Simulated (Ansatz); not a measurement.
# BH4+ (triplet): one geometry, many settings at scale of all distances = 1.000

What do other methods and options give for BH4+ (triplet) at this geometry, and how long do they take?

The runs use Ansatz 0.2.0, Gaussian basis; the settings change from run to run.

20 further runs of the same task are left out: 2 for a known fault of the program, 1 for a mislabelled method, 13 that didn't finish, 4 set aside as unsound or not needed.

### 1 The geometry

The geometry derives from a PBE0/def2-TZVP stationary point (not a proven minimum). All distances are scaled together.

5 atoms, charge 1, spin multiplicity 3.

Atoms are counted from 1 here; the program's logs count them from 0.

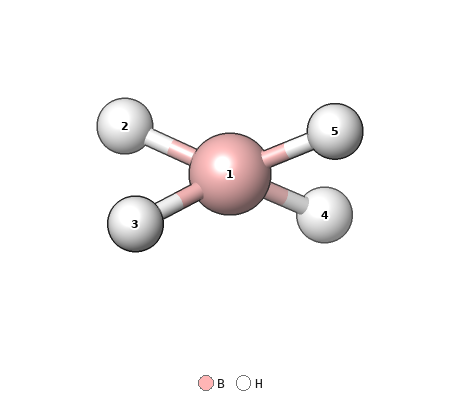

The structure; boron pink, hydrogen white; atoms are numbered from 1 in the order of the file.

### 2 HF/def2-SVPD

Input file in.yaml:

```yaml
crystal:
  periodic: [false, false, false]
  atoms:
    - {symbol: B, position_ang: [0.000000, 0.000000, 0.000000]}
    - {symbol: H, position_ang: [0.472475, 0.486295, 1.057304]}
    - {symbol: H, position_ang: [-0.485791, -0.470884, 1.058245]}
    - {symbol: H, position_ang: [-0.471913, 0.471402, -1.064277]}
    - {symbol: H, position_ang: [0.485229, -0.486813, -1.051272]}
basis:
  gaussian: {orbitals: def2-SVPD}
total_charge: 1
magnetization: {spin_polarized: true, initial_magnetization: 2}
hamiltonian: {xc: hf}
accuracy: high
output: {forces: true, orbitals: {seedname: orbitals}}
```

Launch:

```console
> ansatz run in.yaml --threads 1 --pin off --events-out ev --progress --plain --max-ram 2393MiB
```

What it wrote:

```text
Functional definition: HF
  name "HF"
  cite "Fock, Z. Phys. 61, 126 (1930) doi:10.1007/BF01340294"
  parent pbe
  exchange = exact_x
  correlation = 0
1029 factors; integrals over basis functions are off by at most 3.3e-9 eV
mean field evaluation 1: about -719.7975 eV, gradient 9.0e0 eV
mean field evaluation 2: about -719.7983 eV, gradient 9.0e0 eV
mean field evaluation 4: about -720.4667 eV, gradient 5.7e-1 eV
mean field evaluation 8: about -720.4712 eV, gradient 1.8e-8 eV
mean field -720.47122687 eV, -26.4768292346 hartree, gradient 5.6e-9 eV, S^2 2.012519; 0 other end points of the search recorded, 0 dependent functions left out
the calculation of the forces begins
reference -720.47122687 eV, -26.4768292346 hartree; 5, 3 occupied and 47, 49 virtual orbitals, 1029 factors
Total energy: -720.47122687 eV, -26.4768292346 hartree
Atom 0 at     0.000000     0.000000     0.000000 Å, force    -0.000000     0.000000     0.000001 eV/Å
Atom 1 at     0.472475     0.486295     1.057304 Å, force     0.065866     0.065963     0.012558 eV/Å
Atom 2 at    -0.485791    -0.470884     1.058245 Å, force    -0.066025    -0.065779     0.012687 eV/Å
Atom 3 at    -0.471913     0.471402    -1.064277 Å, force    -0.065789     0.065851    -0.013518 eV/Å
Atom 4 at     0.485229    -0.486813    -1.051272 Å, force     0.065948    -0.066035    -0.011728 eV/Å
Dipole moment:     0.000000    -0.000000    -0.000000 e Å
```

Run time: 0.48 s. Hardware: 1 thread of Arm Neoverse V2, shared host.

From the report: ⟨S²⟩ of the determinant 2.013 (pure triplet: 2.00).

### 3 NEVPT2(2,4)/def2-mTZVP

Changes to in.yaml since step 2:

```diff
@@ -9,7 +9,7 @@
 basis:
-  gaussian: {orbitals: def2-SVPD}
+  gaussian: {orbitals: def2-mTZVP, point_charges: [{charge: 0.50, position_ang: [4.438, 0.656, 0.513]}]}
 total_charge: 1
-magnetization: {spin_polarized: true, initial_magnetization: 2}
-hamiltonian: {xc: hf}
+magnetization: {spin_polarized: false, initial_magnetization: 2}
+correlation: {method: sc_nevpt2, electrons: outside_noble_gas, active_space: {window: {electrons: 2, orbitals: 4}, states: [{multiplicity: 3, weights: [1, 0.5, 1]}], root: 2}}
 accuracy: high
-output: {forces: true, orbitals: {seedname: orbitals}}
+scf: {lower_state_search: off}
```

The command is unchanged.

What it wrote, shortened:

```text
Functional definition: HF
  name "HF"
  cite "Fock, Z. Phys. 61, 126 (1930) doi:10.1007/BF01340294"
  parent pbe
[...]
644 factors; integrals over basis functions are off by at most 4.9e-9 eV
[...]
mean field -719.08132432 eV, -26.4257512579 hartree, gradient 2.4e-8 eV, S^2 2.000000; 0 other end points of the search recorded, 0 dependent functions left out
reference -719.08132432 eV, -26.4257512579 hartree; 5, 3 occupied and 26, 28 virtual orbitals, 644 factors
state -719.00441835 eV, -26.4229250157 hartree
state -709.19620302 eV, -26.0624797506 hartree
state -709.16252761 eV, -26.0612422019 hartree
state -719.00441835 eV, -26.4229250157 hartree; corrected -721.21175731 eV, -26.5040432262 hartree
state -709.19620302 eV, -26.0624797506 hartree; corrected -711.67275817 eV, -26.1534914738 hartree
state -709.16252761 eV, -26.0612422019 hartree; corrected -711.65457595 eV, -26.1528232893 hartree
Total energy: -711.65457595 eV, -26.1528232893 hartree
Checks for a lower state left out: stability, starts, cluster_reference, orbital_swaps, neighbouring_geometries, increment
```

It took 0.33 s on 1 thread of Arm Neoverse V2, shared host.

From the report: 16 determinants; active occupations (of the averaged states) 0.80, 0.60, 0.57, 0.03.

### 4 CCSD(T) on UHF/6-31++G**

Input file in.yaml:

```yaml
crystal:
  periodic: [false, false, false]
  atoms:
    - {symbol: B, position_ang: [0.000000, 0.000000, 0.000000]}
    - {symbol: H, position_ang: [0.472475, 0.486295, 1.057304]}
    - {symbol: H, position_ang: [-0.485791, -0.470884, 1.058245]}
    - {symbol: H, position_ang: [-0.471913, 0.471402, -1.064277]}
    - {symbol: H, position_ang: [0.485229, -0.486813, -1.051272]}
basis:
  gaussian: {orbitals: "6-31++G**", fitting: {mean_field: def2-universal-jkfit}}
total_charge: 1
magnetization: {spin_polarized: true, initial_magnetization: 2}
correlation: {method: ccsd_t, electrons: valence, diis_vectors: 4}
accuracy: high
```

Launched as before.

What it wrote, shortened:

```text
Functional definition: HF
  name "HF"
  cite "Fock, Z. Phys. 61, 126 (1930) doi:10.1007/BF01340294"
  parent pbe
[...]
147 factors; integrals over basis functions are off by at most 2.8e-1 eV
[...]
mean field -720.89169144 eV, -26.4922810223 hartree, gradient 1.3e-8 eV, S^2 2.007284; 0 other end points of the search recorded, 0 dependent functions left out
1 core orbitals not correlated: weight in the atoms' cores, before any rotation towards them, 1.000 or more for the frozen orbitals, at most 0.000 for the correlated occupied ones
reference -720.89169144 eV, -26.4922810223 hartree; 4, 2 occupied and 38, 40 virtual orbitals, 147 factors
second order -2.39708288 eV of doubles, -0.00000000 eV of singles
cycle   1  -2.81160616 eV  change   -4.1e-1 eV  update   4.4e-2
[...]
cycle  19  -2.97224137 eV  change   5.6e-10 eV  update  4.8e-10
perturbative correction -0.05657087 eV, -0.0020789412 hartree
Total energy: -723.92050368 eV, -26.6035878193 hartree
```

It took 0.39 s on 1 thread of Arm Neoverse V2, shared host.

From the report: ⟨S²⟩ of the determinant 2.007 (pure triplet: 2.00); correlation -3.0288 eV; T1 0.011; largest double amplitude 0.03.

### 5 HF/6-31++G**

Changes to in.yaml since step 4:

```diff
@@ -9,6 +9,6 @@
 basis:
-  gaussian: {orbitals: "6-31++G**", fitting: {mean_field: def2-universal-jkfit}}
+  gaussian: {orbitals: "6-31++G**"}
 total_charge: 1
 magnetization: {spin_polarized: true, initial_magnetization: 2}
-correlation: {method: ccsd_t, electrons: valence, diis_vectors: 4}
-accuracy: high
+hamiltonian: {xc: hf}
+output: {orbitals: {seedname: orbitals}}
```

Same command.

What it wrote:

```text
Functional definition: HF
  name "HF"
  cite "Fock, Z. Phys. 61, 126 (1930) doi:10.1007/BF01340294"
  parent pbe
  exchange = exact_x
  correlation = 0
481 factors; their error is unknown
mean field evaluation 1: about -720.1212 eV, gradient 1.0e1 eV
mean field evaluation 2: about -720.8272 eV, gradient 2.3e0 eV
mean field evaluation 4: about -720.8762 eV, gradient 1.7e-1 eV
mean field evaluation 8: about -720.8920 eV, gradient 1.2e-4 eV
mean field -720.89203409 eV, -26.4922936147 hartree, gradient 7.9e-6 eV, S^2 2.007287; 0 other end points of the search recorded, 0 dependent functions left out
reference -720.89203409 eV, -26.4922936147 hartree; 5, 3 occupied and 38, 40 virtual orbitals, 481 factors
Total energy: -720.89203409 eV, -26.4922936147 hartree
```

Wall time 0.09 s (1 thread of Arm Neoverse V2, shared host).

From the report: ⟨S²⟩ of the determinant 2.007 (pure triplet: 2.00).

### 6 MRCISD+Q(4,6)/6-31G

Changes to in.yaml since step 5:

```diff
@@ -9,6 +9,5 @@
 basis:
-  gaussian: {orbitals: "6-31++G**"}
+  gaussian: {orbitals: 6-31G}
 total_charge: 1
-magnetization: {spin_polarized: true, initial_magnetization: 2}
-hamiltonian: {xc: hf}
-output: {orbitals: {seedname: orbitals}}
+magnetization: {spin_polarized: false, initial_magnetization: 2}
+correlation: {method: fic_mrcisd_q, electrons: valence, active_space: {window: {electrons: 4, orbitals: 6}}}
```

The command is unchanged.

What it wrote, shortened:

```text
Functional definition: HF
  name "HF"
  cite "Fock, Z. Phys. 61, 126 (1930) doi:10.1007/BF01340294"
  parent pbe
[...]
254 factors; integrals over basis functions are off by at most 4.7e-4 eV
[...]
mean field -719.94658501 eV, -26.4575490020 hartree, gradient 1.5e-6 eV, S^2 2.000000; 0 other end points of the search recorded, 0 dependent functions left out
reference -719.94658501 eV, -26.4575490020 hartree; 5, 3 occupied and 12, 14 virtual orbitals, 254 factors
state -720.66872972 eV, -26.4840873305 hartree
contracted CI cycle   1: correlation 0.00000000 eV, 0.0000000000 hartree, residual 8.00e0 eV
contracted CI cycle   2: correlation -1.25578116 eV, -0.0461491066 hartree, residual 1.56e0 eV
contracted CI cycle   3: correlation -1.31095508 eV, -0.0481767104 hartree, residual 4.23e-1 eV
contracted CI cycle   4: correlation -1.31463487 eV, -0.0483119404 hartree, residual 1.01e-1 eV
contracted CI cycle   5: correlation -1.31487666 eV, -0.0483208261 hartree, residual 3.17e-2 eV
contracted CI cycle   6: correlation -1.31489910 eV, -0.0483216508 hartree, residual 1.03e-2 eV
contracted CI cycle   7: correlation -1.31490134 eV, -0.0483217331 hartree, residual 3.28e-3 eV
contracted CI cycle   8: correlation -1.31490158 eV, -0.0483217417 hartree, residual 1.20e-3 eV
state -720.66872972 eV, -26.4840873305 hartree; corrected -722.02493410 eV, -26.5339269219 hartree
the orbitals are reached from a further start. From the first start the search ends at -720.66872163 eV, -26.4840870330 hartree
Total energy: -722.02493410 eV, -26.5339269219 hartree
```

Wall time 0.9 s (1 thread of Arm Neoverse V2, shared host).

From the report: 100 determinants; active occupations 1.97, 1.00, 1.00, 0.01, 0.01, 0.00.

### 7 The runs in one table

```csv
level,correlated,functions,energy (eV),time
HF/def2-SVPD,,52,-720.4712,0.48 s
"NEVPT2(2,4)/def2-mTZVP (excited root 2 of an average, beside a point charge)",outside noble gas,31,-711.6546,0.33 s
CCSD(T) on UHF/6-31++G**,valence,43,-723.9205,0.39 s
HF/6-31++G**,,43,-720.8920,0.09 s
"MRCISD+Q(4,6)/6-31G",valence,17,-722.0249,0.9 s
```

### 8 Outcome

| quantity | value |
| --- | --- |
| runs | 5 |
| quickest | HF/6-31++G**, 0.09 s |
| slowest | MRCISD+Q(4,6)/6-31G, 0.9 s |

**Reading.** Total energies in different bases, with other cores or another treatment of relativity can't be set against each other. MRCISD+Q(4,6)/6-31G took 10 times as long as HF/6-31++G**; the jobs differ in more than the method.
